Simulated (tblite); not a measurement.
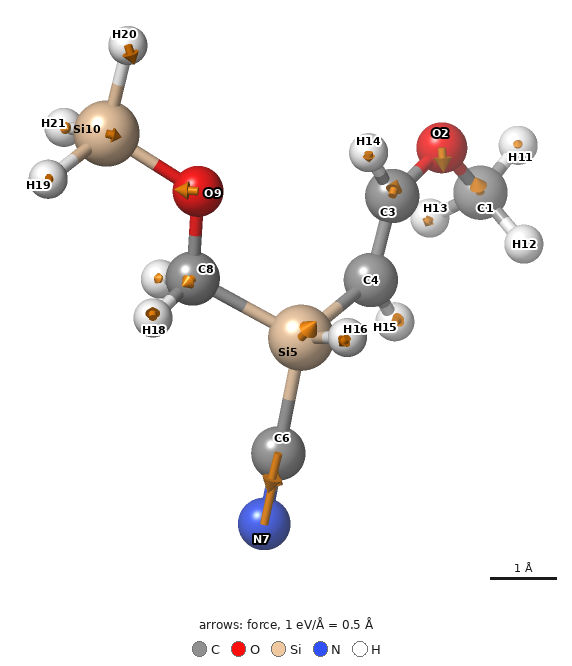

Starting geometry of C5H11NO2Si2 with the computed forces as orange arrows. The picture is a ball-and-stick view, seen at a tilt.

Level of theory: tblite 0.8.0, GFN2-xTB geometry optimisation, gas phase. 

> Is this structure relaxed? If not, where do the atoms go?

It isn't relaxed: the largest force vector, on the N atom, is 1.90 eV/Å. The final displacements have little in common with the starting forces (cosine between the two patterns 0.13). Over 151 geometry steps the energy falls by 33.1 kJ/mol. An H atom moves most after the best rigid fit: 1.09 Å. Largest moves by element: H 1.09 Å, O 0.60 Å, C 0.56 Å, Si 0.34 Å, N 0.25 Å. Near-neighbour distances that change, for instance: O–Si 1.673 → 1.621 Å, H–Si 1.482 → 1.454 Å, C–O 1.363 → 1.343 Å, C–Si 1.893 → 1.876 Å. Bond angles that change, for instance: O–Si–H 109.4° → 98.6°, C–O–Si 118.9° → 128.6°, Si–C–O 115.6° → 106.0°. Groups turn about C–Si by about 30°. The run took 2.9 s on 1 thread of Arm Neoverse N1 (shared host).
